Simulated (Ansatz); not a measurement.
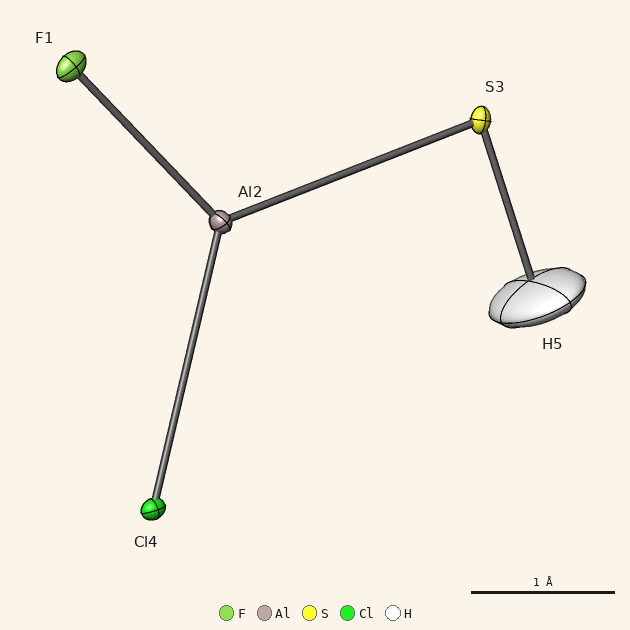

Displacement ellipsoids at the 50 % level, from the internal vibrations of the free molecule (harmonic, no overall translation or rotation; no half-axis is drawn under 0.075 Å). Vibrations computed with RKS PBE0-D4/def2-TZVP (Ansatz 0.2.0). Temperature: 298 K.

List U_eq and the three principal root-mean-square amplitudes for each kind of atom.

```json
{"atom": "F1", "U_eq (Å²)": "0.0039", "rms amplitudes (Å)": "0.036, 0.060, 0.082"}
{"atom": "Al2", "U_eq (Å²)": "0.0029", "rms amplitudes (Å)": "0.036, 0.056, 0.064"}
{"atom": "S3", "U_eq (Å²)": "0.0020", "rms amplitudes (Å)": "0.020, 0.041, 0.063"}
{"atom": "Cl4", "U_eq (Å²)": "0.0018", "rms amplitudes (Å)": "0.016, 0.037, 0.061"}
{"atom": "H5", "U_eq (Å²)": "0.0529", "rms amplitudes (Å)": "0.090, 0.210, 0.326"}
```
